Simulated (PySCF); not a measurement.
Ge(Br)2, SMILES [Br][Ge][Br] at its PBE0/def2-SVP optimised geometry (Å):

```
3

Ge    -0.9426    -1.1500     0.0000
Br     1.4032    -1.1500     0.0000
Br    -1.4032     1.1500     0.0000
```

Computed with PBE0/def2-TZVP run with PySCF. Cells within 0.4 Å of a nucleus heavier than hydrogen are left out (blank, or x).

Map of the Laplacian of the electron density (e/bohr⁵), clipped to [-1.50, 1.50] on the plane z = 0.0 Å:

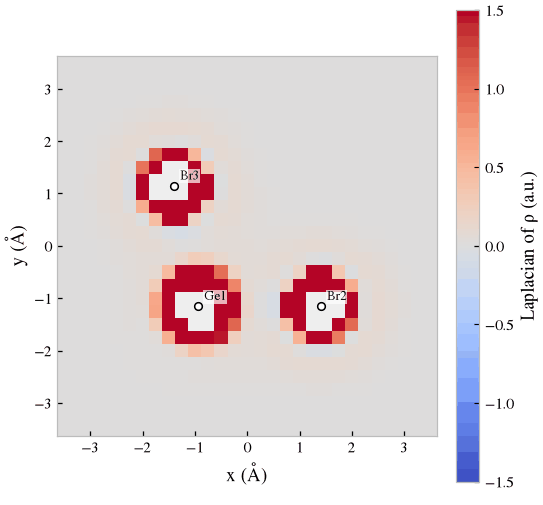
Fig. 1. Laplacian of the electron density (e/bohr⁵), clipped to [-1.50, 1.50] on the plane z = 0.0 Å.
